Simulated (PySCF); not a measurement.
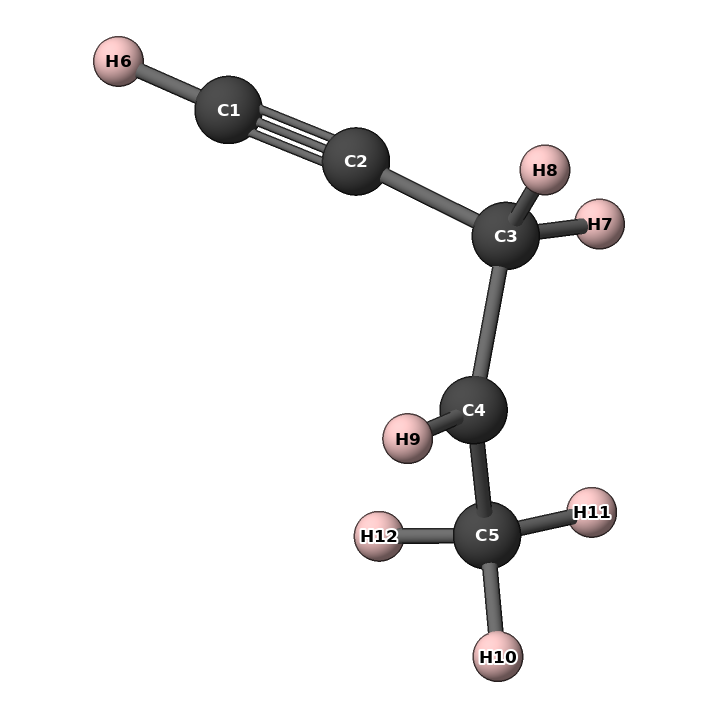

The questions are on Mulliken spin populations. State: neutral, doublet. The computed structure is the end point of a GFN2-xTB optimisation. No frequency run is at hand to confirm it as a minimum. Properties computed with UKS B3LYP, pcH-1 on C H, non-relativistic (PySCF 2.14.0).

**Which atom carries the largest spin population?**

C4 (1.02 e).

**Which atom has the lowest spin population?**

C5 (−0.08 e); a negative value comes from spin polarisation.

List the Mulliken spin populations.

| atom | value (e) |
| --- | --- |
| C1 | 0.04 |
| C2 | 0.02 |
| C3 | −0.07 |
| C4 | 1.02 |
| C5 | −0.08 |
| H6 | 0.00 |
| H7 | 0.01 |
| H8 | 0.02 |
| H9 | −0.04 |
| H10 | 0.01 |
| H11 | 0.02 |
| H12 | 0.07 |

Mulliken values depend strongly on the basis set.
